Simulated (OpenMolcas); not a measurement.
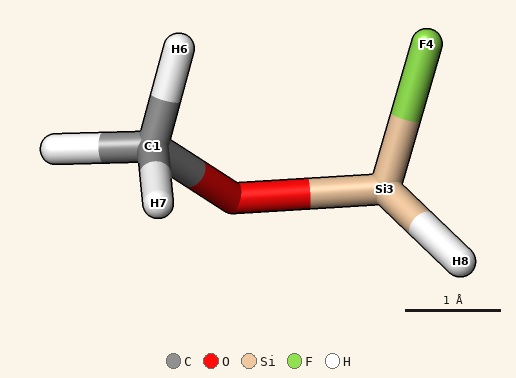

**Figure 1.** The structure as given in the input (stick view, seen at a tilt; atoms are numbered from 1 in the order of the input). Bond lengths as drawn: C–H 1.09 Å, C–O 1.41 Å, F–Si 1.63 Å, H–Si 1.45 Å and O–Si 1.61 Å.

CH4FOSi: excited-state calculation (part 1 of 3)

CH4FOSi, multiplicity 2, SMILES CO[SiH]F, computed with MC-PDFT (ftBLYP)/ANO-RCC-VDZ, DKH2 (OpenMolcas 26.06).

The geometry comes from this level: GFN2-xTB.

### Output
```
--- Start Module: gateway ---

                                              &GATEWAY

                       available to each process: 1.9 GB of memory, 1 thread

++    Symmetry information:
      ---------------------

                    Character Table for C1

                             E
                    a        1  x, y, xy, Rz, z, xz, Ry, yz, Rx, I
--

++    Basis set information:
      ----------------------

      Basis set label: C.ANO-RCC...3S2P.

      Electronic valence basis set:
      ------------------
      Associated Effective Charge   6.000000 au
      Associated Actual Charge      6.000000 au
      Nuclear Model: Point charge

      Shell  nPrim  nBasis  Cartesian Spherical Contaminant
         s      14       3        X
         p       9       2        X

      Basis set label: O.ANO-RCC...3S2P.

      Electronic valence basis set:
      ------------------
      Associated Effective Charge   8.000000 au
      Associated Actual Charge      8.000000 au
      Nuclear Model: Point charge

      Shell  nPrim  nBasis  Cartesian Spherical Contaminant
         s      14       3        X
         p       9       2        X

      Basis set label: SI.ANO-RCC...4S3P.

      Electronic valence basis set:
      ------------------
      Associated Effective Charge  14.000000 au
      Associated Actual Charge     14.000000 au
      Nuclear Model: Point charge

      Shell  nPrim  nBasis  Cartesian Spherical Contaminant
         s      17       4        X
         p      12       3        X

      Basis set label: F.ANO-RCC...3S2P.

      Electronic valence basis set:
      ------------------
      Associated Effective Charge   9.000000 au
      Associated Actual Charge      9.000000 au
      Nuclear Model: Point charge

      Shell  nPrim  nBasis  Cartesian Spherical Contaminant
         s      14       3        X
         p       9       2        X

      Basis set label: H.ANO-RCC...2S.

      Electronic valence basis set:
      ------------------
      Associated Effective Charge   1.000000 au
      Associated Actual Charge      1.000000 au
      Nuclear Model: Point charge

      Shell  nPrim  nBasis  Cartesian Spherical Contaminant
         s       8       2        X
--

++    Molecular structure info:
      -------------------------

                    ************************************************
                    **** Cartesian Coordinates / bohr, angstrom ****
                    ************************************************

     Center  Label                x              y              z                     x              y              z
        1      C1              -0.387526       2.090528      -0.280057             -0.205070       1.106260      -0.148200
        2      O2              -1.300528      -0.326129      -0.931673             -0.688210      -0.172580      -0.493020
        3      SI3             -0.193773      -3.071939      -0.241809             -0.102540      -1.625600      -0.127960
        4      F4               2.864277      -2.960029      -0.540122              1.515710      -1.566380      -0.285820
        5      H5              -1.292592       3.456441      -1.526615             -0.684010       1.829070      -0.807850
        6      H6               1.658518       2.193084      -0.510075              0.877650       1.160530      -0.269920
        7      H7              -0.872033       2.521254       1.678965             -0.461460       1.334190       0.888470
        8      H8              -0.476324      -3.903192       2.351405             -0.252060      -2.065480       1.244310

                    ***************************************
                    *    InterNuclear Distances / bohr    *
                    ***************************************

               1 C1            2 O2            3 SI3           4 F4            5 H5            6 H6
    1 C1       0.000000
    2 O2       2.664284        0.000000
    3 SI3      5.166243        3.039785        0.000000
    4 F4       6.012486        4.943313        3.074602        0.000000
    5 H5       2.058827        3.829081        6.743729        7.708685        0.000000
    6 H6       2.061486        3.908981        5.587791        5.292384        3.367265        0.000000
    7 H7       2.063502        3.886724        5.952580        6.994914        3.365589        3.362035
    8 H8       6.546538        4.924763        2.737805        4.517754        8.358800        7.064715

               7 H7            8 H8
    7 H7       0.000000
    8 H8       6.471650        0.000000

                    *******************************************
                    *    InterNuclear Distances / angstrom    *
                    *******************************************

               1 C1            2 O2            3 SI3           4 F4            5 H5            6 H6
    1 C1       0.000000
    2 O2       1.409878        0.000000
    3 SI3      2.733858        1.608585        0.000000
    4 F4       3.181671        2.615889        1.627009        0.000000
    5 H5       1.089484        2.026262        3.568628        4.079260        0.000000
    6 H6       1.090891        2.068544        2.956932        2.800609        1.781880        0.000000
    7 H7       1.091958        2.056766        3.149970        3.701549        1.780993        1.779112
    8 H8       3.464279        2.606072        1.448784        2.390692        4.423286        3.738486

               7 H7            8 H8
    7 H7       0.000000
    8 H8       3.424650        0.000000

                    **************************************
                    *    Valence Bond Angles / degree    *
                    **************************************
                          Atom centers                 Phi
                      2 O2       1 C1       5 H5       107.64
                      2 O2       1 C1       6 H6       110.97
                      2 O2       1 C1       7 H7       109.94
                      5 H5       1 C1       6 H6       109.62
                      5 H5       1 C1       7 H7       109.46
                      6 H6       1 C1       7 H7       109.18
--

            Nuclear Potential Energy            172.61620556 au

--- Stop Module: gateway /rc=_RC_ALL_IS_WELL_ ---

--- Start Module: seward ---

                                              &SEWARD

                       available to each process: 1.9 GB of memory, 1 thread

               SEWARD will generate:
                  Multipole Moment integrals up to order  2
                  Kinetic Energy integrals
                  Nuclear Attraction integrals (point charge)
                  One-Electron Hamiltonian integrals
                  Velocity integrals
                  Relativistic Douglas-Kroll-Hess integrals:
                    - Parametrization         : EXP
                    - DKH order of Hamiltonian: 2
                    - DKH order of Properties : 0
                         - multipole moment operators
                         - electric potential operators
                         - contact operators
                  Orbital angular momentum around (  0.2855  -1.4937  -0.4213 )
                  Velocity quadrupole around (  0.2855  -1.4937  -0.4213 )
                  Atomic mean-field integrals
                  Two-Electron Repulsion integrals

                   Integrals are discarded if absolute value <: 1.00E-14
                   Integral cutoff threshold is set to       <: 1.00E-16

            Nuclear Potential Energy            172.61620556 au

      Basis set specifications :
      Symmetry species         a
      Basis functions           48

--- Stop Module: seward /rc=_RC_ALL_IS_WELL_ ---
--- Module seward spent 1 second ---

--- Start Module: rasscf ---

                                              &RASSCF

                       available to each process: 1.9 GB of memory, 1 thread

      Header of the ONEINT file:
      --------------------------

      OrdInt status: non-squared

      Cartesian coordinates in angstrom:
      -----------------------------------------------------
      No.  Label        X            Y            Z
      -----------------------------------------------------
       1   C1        -0.20507000   1.10626000  -0.14820000
       2   O2        -0.68821000  -0.17258000  -0.49302000
       3   SI3       -0.10254000  -1.62560000  -0.12796000
       4   F4         1.51571000  -1.56638000  -0.28582000
       5   H5        -0.68401000   1.82907000  -0.80785000
       6   H6         0.87765000   1.16053000  -0.26992000
       7   H7        -0.46146000   1.33419000   0.88847000
       8   H8        -0.25206000  -2.06548000   1.24431000
      -----------------------------------------------------
      Nuclear repulsion energy =  172.61620556

++    Wave function specifications:
      -----------------------------

      Number of closed shell electrons          36
      Number of electrons in active shells       5
      Max number of holes in RAS1 space          0
      Max nr of electrons in RAS3 space          0
      Number of inactive orbitals               18
      Number of active orbitals                  5
      Number of secondary orbitals              25
      Spin quantum number                      0.5
      State symmetry                             1
--

++    Orbital specifications:
      -----------------------

      Symmetry species                           1
                                                 a
      Frozen orbitals                            0
      Inactive orbitals                         18
      Active orbitals                            5
      RAS1 orbitals                              0
      RAS2 orbitals                              5
      RAS3 orbitals                              0
      Secondary orbitals                        25
      Deleted orbitals                           0
      Number of basis functions                 48
--

++    CI expansion specifications:
      ----------------------------

      Number of CSFs                            75
      Number of determinants                   100
      Number of root(s) required                 5
      Root chosen for geometry opt.              5
      CI roots used                              1     2     3     4     5
      weights                                0.200 0.200 0.200 0.200 0.200
      highest root included in the CI            5
      max. size of the explicit Hamiltonian     75
--

++    Optimization specifications:
      ----------------------------

      RASSCF algorithm: Conventional
      Maximum number of macro iterations       200
      Maximum number of SX iterations          100
      Threshold for RASSCF energy            1.000E-08
      Threshold for max MO rotation          1.000E-01
      Threshold for max BLB element          1.000E-04
      Level shift parameter                  5.000E-01
      Make Quasi-Newton update
--

      The MO-coefficients are taken from the file:
      step2.RasOrb
      Title: RASSCF average (pseudo-natural) orbitals

      Total molecular charge    0.00

      ************************************************************************************************************************
      *                                            Wave function control section                                             *
      ************************************************************************************************************************

                                         RASSCF iterations: Energy and convergence statistics
                                         ----------------------------------------------------

          iter iter root      energy       change     param      element    value   shift minimum  type update hh:mm:ss
 Nr of preliminary CI iterations:   1
        1   1    3    0  -503.97934892    0.00E+00   1.63E-05    9  48 1  4.79E-06   0.47   0.00    SX    NO    0:00:00
        2   1    3    0  -503.97934892   -7.88E-10   1.46E-05   13  22 1 -2.08E-06   0.47   0.00    SX    NO    0:00:00
        3   1    3    0  -503.97934892   -4.34E-10   1.32E-05   22  25 1  1.57E-06   0.47   0.00    SX    NO    0:00:00
        4   1    3    0  -503.97934892   -2.87E-10   1.20E-05   22  25 1  1.42E-06   0.47   0.00    SX    NO    0:00:00
      Convergence after  4 iterations
        5   1    3    0  -503.97934892   -2.07E-10   1.20E-05   22  25 1  1.30E-06   0.47   0.00    SX    NO    0:00:00

      ************************************************************************************************************************
                                                      Wave function printout:
                       occupation of active orbitals, and spin coupling of open shells (u,d: Spin up or down)
      ************************************************************************************************************************

      Note: transformation to natural orbitals
      has been made, which may change the order of the CSFs.

      printout of CI-coefficients larger than  0.05 for root  1
      energy=    -504.158191
      conf/sym  11111     Coeff  Weight
             1  22u00  -0.97035 0.94159
             2  2u200   0.18138 0.03290
             4  220u0   0.06187 0.00383
             5  2200u   0.08661 0.00750
             6  2udu0  -0.05799 0.00336

      printout of CI-coefficients larger than  0.05 for root  2
      energy=    -503.969113
      conf/sym  11111     Coeff  Weight
             1  22u00   0.18260 0.03334
             2  2u200   0.92329 0.85246
             3  u2200   0.24898 0.06199
             4  220u0   0.14998 0.02249
             9  u2d0u   0.05620 0.00316
            10  202u0  -0.06913 0.00478
            21  uu20d  -0.05535 0.00306
            22  2u020  -0.06737 0.00454
            25  2u002  -0.05734 0.00329

      printout of CI-coefficients larger than  0.05 for root  3
      energy=    -503.950952
      conf/sym  11111     Coeff  Weight
             1  22u00  -0.06828 0.00466
             2  2u200  -0.23475 0.05511
             3  u2200   0.95314 0.90848
             5  2200u  -0.06907 0.00477
            12  ud2u0  -0.05270 0.00278
            15  0220u   0.06462 0.00418
            20  uu2d0  -0.06731 0.00453
            26  u2020  -0.06243 0.00390
            29  u2002  -0.05722 0.00327

      printout of CI-coefficients larger than  0.05 for root  4
      energy=    -503.923980
      conf/sym  11111     Coeff  Weight
             2  2u200  -0.16070 0.02582
             4  220u0   0.96520 0.93161
             5  2200u  -0.10505 0.01104
            10  202u0  -0.08275 0.00685
            16  2uud0  -0.09113 0.00830

      printout of CI-coefficients larger than  0.05 for root  5
      energy=    -503.894508
      conf/sym  11111     Coeff  Weight
             1  22u00   0.05992 0.00359
             2  2u200  -0.06946 0.00483
             3  u2200   0.06165 0.00380
             4  220u0   0.07464 0.00557
             5  2200u   0.94730 0.89738
             6  2udu0   0.13388 0.01792
             7  2ud0u   0.06739 0.00454
            10  202u0  -0.06242 0.00390
            11  2020u  -0.13608 0.01852
            16  2uud0  -0.09653 0.00932
            17  2uu0d  -0.12788 0.01635
            23  2u0du  -0.06315 0.00399
            31  20udu   0.05250 0.00276

      Natural orbitals and occupation numbers for root  1
      sym 1:   1.997246   1.995268   1.000178   0.003113   0.004196

      Natural orbitals and occupation numbers for root  2
      sym 1:   1.997562   1.023151   1.927858   0.036970   0.014460

      Natural orbitals and occupation numbers for root  3
      sym 1:   1.007397   1.998468   1.963510   0.013169   0.017455

      Natural orbitals and occupation numbers for root  4
      sym 1:   1.991359   1.942047   0.083039   0.972978   0.010577

      Natural orbitals and occupation numbers for root  5
      sym 1:   1.990771   1.893766   0.116412   0.028772   0.970279
```
